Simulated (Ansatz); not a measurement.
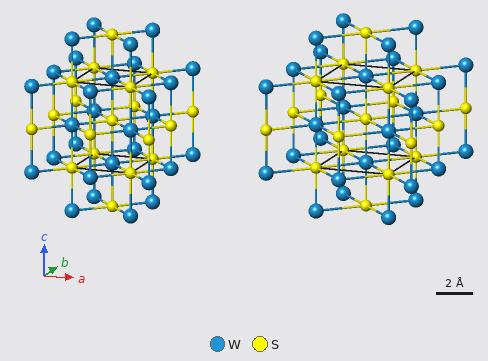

Two geometries of solid WS (a generated structure, set up in I4/mmm), drawn at one scale. One is the start of a relaxation, the other its converged end. The picture is a ball-and-stick view of the conventional cell (2 times the calculation's cell), seen slightly off an axis. Lengths and directions refer to the drawn axes.

Theory: Kohn-Sham DFT of a periodic cell, HSE03, Ansatz PAW in Ansatz 0.2.0. Set-up: plane-wave cutoff 420 eV; k-point mesh 5 × 5 × 5; occupations fermi-dirac; smearing width 0.05 eV; no spin polarisation; cell and atoms relaxed; force threshold 0.01 eV/Å; at most 40 steps.

**Which one is relaxed?**

The left one is the relaxed one. The run lets cell and atoms move. No atom moves by more than 0.005 Å relative to the cell. Cell: a = b 4.313 → 3.481 Å (−19.3 %), c 4.949 → 4.921 Å (−0.6 %). Volume −35.2 %. Near-neighbour distances that change, for instance: S–W 3.050 → 2.462 Å, S–W 2.475 → 2.461 Å. The space group (tolerance 0.01 Å) goes from I4/mmm (No. 139) to Fm-3m (No. 225). After 7 accepted moves (9 points after the start) the energy has fallen by 1023 meV per atom. All forces vanish by symmetry, so only the cell relaxes. The pressure goes from −24.50 to 0.01 GPa. The SCF was repeated twice at an unchanged geometry on a basis and grid sized afresh for the cell, which shifted the energy by 0.9 meV per atom at most.
